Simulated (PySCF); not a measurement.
## Run report: As2H6, frequency calculation

System: As2H6, multiplicity 3.
Method: UKS-based PBE0, As def2-TZVP, H def2-TZVP; non-relativistic Hamiltonian; density fitting (PySCF 2.14.0).

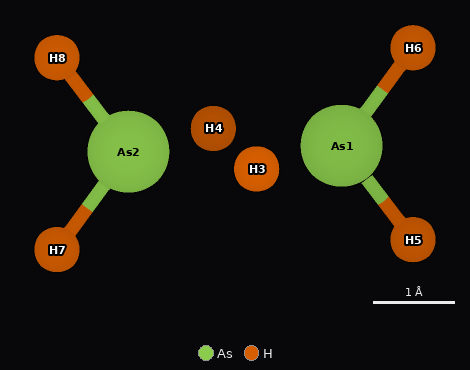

Fig. 1: The input geometry (ball-and-stick view, seen at an oblique angle; atoms are numbered from 1 in the order of the input). Bond lengths as drawn: As–H 1.51 Å.

Results in brief:

```json
{"quantity": "outcome", "value": "converged"}
{"quantity": "total energy", "value": "−4474.516288 hartree"}
{"quantity": "⟨S²⟩", "value": "2.027"}
{"quantity": "zero-point energy", "value": "0.033827 hartree"}
{"quantity": "dipole moment", "value": "0.00 D"}
{"quantity": "wavenumbers, lowest and highest", "value": "1212i and 2244 cm⁻¹"}
{"quantity": "hardware", "value": "4 threads of Arm Neoverse V2, 24 GiB of memory available, shared host"}
{"quantity": "wall time", "value": "2.4 min (CPU time 7.5 min)"}
{"quantity": "peak memory", "value": "2.2 GiB"}
```

The input:
```python
from pyscf import gto, scf, dft
mol = gto.M(atom='''
As     1.349634     0.000000     0.000000
As    -1.349634     0.000000     0.000000
H      0.000000     1.586310     0.000000
H      0.000000    -1.586310    -0.000000
H      2.253959     0.000000     1.212832
H      2.253959     0.000000    -1.212832
H     -2.253959     0.000000     1.212832
H     -2.253959     0.000000    -1.212832''',
    basis={'As': 'def2-TZVP', 'H': 'def2-TZVP'},
    charge=0, spin=2)
mf = dft.UKS(mol, xc='PBE0')
mf.grids.atom_grid = (75, 302)
aux = {'As': 'def2-universal-JKFIT', 'H': 'def2-universal-JKFIT'}
mf = mf.density_fit(auxbasis=aux)
mf.conv_tol = 1e-09
mf.diis_space = 10
mf.max_cycle = 60
mf.verbose = 4
mf.kernel()
```

The script is an equivalent of the set-up of the self-consistent field. The run itself was carried out by a driver, which started from the orbitals of the step before it where there was one and computed the further properties.

Run as:
```bash
OMP_NUM_THREADS=4 python axn.py task.json out
```

The program's output:
```
init E= -4474.51628842998
  alpha nocc = 37  HOMO = -0.18355611666218  LUMO = -0.0126346211126132
  beta  nocc = 35  HOMO = -0.196076306807792  LUMO = -0.145465721633721
  HOMO = -0.183556116662  LUMO = -0.145465721634  gap/eV = 1.03649
cycle= 1 E= -4474.51628842993  delta_E= 4.64e-11  |g|= 8.95e-06  |ddm|= 1.79e-05
  alpha nocc = 37  HOMO = -0.183556275218448  LUMO = -0.012634728201383
  beta  nocc = 35  HOMO = -0.196076325825381  LUMO = -0.145465775554477
  HOMO = -0.183556275218  LUMO = -0.145465775554  gap/eV = 1.03650
Extra cycle  E= -4474.51628842983  delta_E= 1.01e-10  |g|= 1.63e-05  |ddm|= 3.24e-05
converged SCF energy = -4474.51628842983  <S^2> = 2.0273953  2S+1 = 3.0182083
```

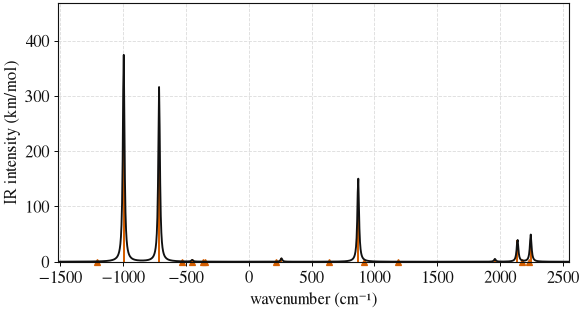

Fig. 2: Harmonic infrared spectrum, unscaled: sticks (degenerate modes added up, dark ones marked on the axis) with a Lorentzian envelope of 16 cm⁻¹ full width, scaled to the tallest stick; imaginary modes are drawn at negative wavenumbers. 18 modes from 1212i to 2244 cm⁻¹, 7 imaginary beyond 8i (1212i, 995i, 713i, 529i cm⁻¹): not a minimum. The strongest line is at 995i cm⁻¹ (374 km/mol).

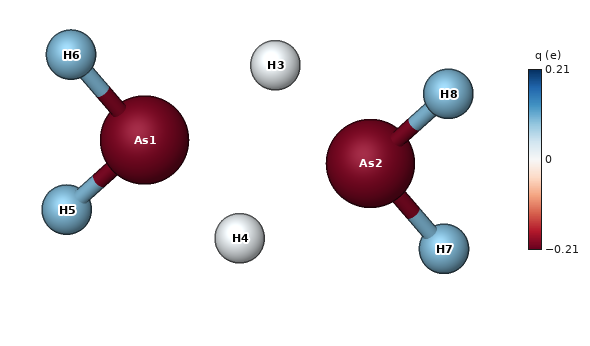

Fig. 3: Mulliken charges, as the colour of each atom (ball-and-stick view, seen at a tilt; atoms are numbered from 1 in the order of the input). By element: As −0.20 and H +0.01 to +0.09 e.
